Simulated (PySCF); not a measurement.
Consider C$_{6}$H$_{7}$OS (SMILES Cc1csc([O-])c1C) (charge −1).

```xyz
15

C    -1.5500   -0.9852   -0.0041
C    -0.7263    0.2667   -0.0519
C    -1.2620    1.5073   -0.1641
S    -0.0433    2.7527   -0.1858
C     1.3069    1.4876   -0.0340
O     2.4886    1.8349    0.0011
C     0.6882    0.2513    0.0197
C     1.5038   -1.0031    0.1314
H    -2.6098   -0.7512   -0.1036
H    -1.3981   -1.5097    0.9417
H    -1.2672   -1.6654   -0.8101
H    -2.2962    1.7879   -0.2391
H     2.5578   -0.7327    0.1617
H     1.2621   -1.5658    1.0397
H     1.3412   -1.6674   -0.7245
```

Geometry: GFN2-xTB.

These are results of PBE0/pcSseg-1, SCF density, gas phase, non-relativistic (PySCF 2.14.0), not measurements.

Question: What will maps of the electron density and electron localisation function show?

Answer: C–O (1.23 Å): the density is about 3.1 e/Å³ at the midpoint; the ELF peaks at about 0.85 between the atoms, as expected for a short, strongly polar bond.
C–C (1.36 Å): ρ is about 2.2 e/Å³ halfway; the ELF peaks at about 0.95 between the atoms: localised, covalent bonding.
C–S (1.74 Å): ρ is about 1.4 e/Å³ halfway; the ELF peaks at about 0.90 between the atoms, as expected for a covalent bond.
C–H (1.07 Å): ρ at the midpoint is about 2 e/Å³; the ELF climbs to about 1 towards the hydrogen, as it does in any bond to H; a covalent bond by its length.

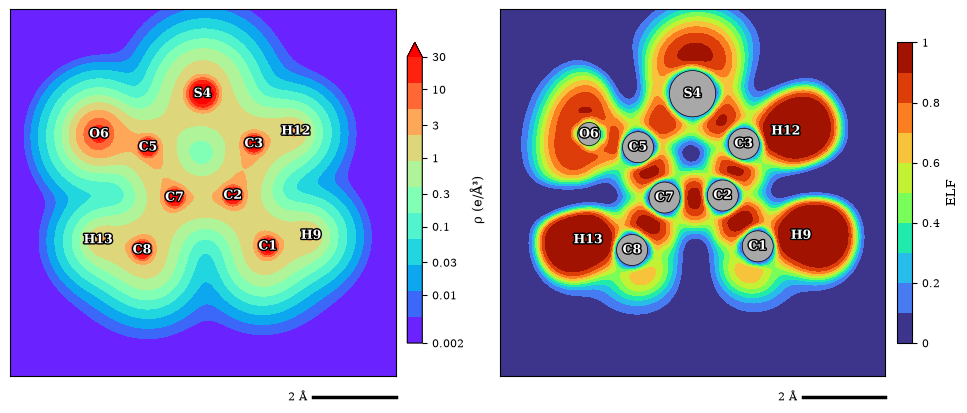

Computed electron density and electron localisation function on the plane of atoms C2, C7 and C5, in this order. Grey discs cover the atomic cores in the ELF map. 
